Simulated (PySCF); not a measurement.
Al(Cl)(H)(Ph), SMILES c1cc[c](cc1)[AlH][Cl] (C6H6AlCl) at its PBE0/def2-SVP optimised geometry (Å):

```
14

Al    -2.4280    -0.0254     0.0000
Cl    -3.4213    -1.8896     0.0001
H     -3.3066     1.2886     0.0000
C     -0.4894    -0.0254     0.0000
C      0.2607    -1.2166    -0.0021
C      1.6540    -1.1913    -0.0017
C      2.3283     0.0304     0.0010
C      1.6084     1.2250     0.0032
C      0.2145     1.1938     0.0027
H     -0.2545    -2.1824    -0.0040
H      2.2187    -2.1273    -0.0034
H      3.4213     0.0513     0.0013
H      2.1359     2.1824     0.0052
H     -0.3325     2.1431     0.0043
```

Calculation: PBE0/def2-TZVP in PySCF. Cells within 0.4 Å of a nucleus heavier than hydrogen are left out (blank, or x).

Map of the log10 of the electron density (e/bohr³), floored at −4 on the plane z = 0.0 Å:

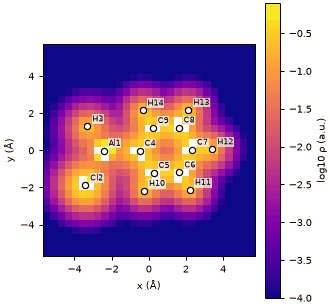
Log10 of the electron density (e/bohr³), floored at −4 on the plane z = 0.0 Å.
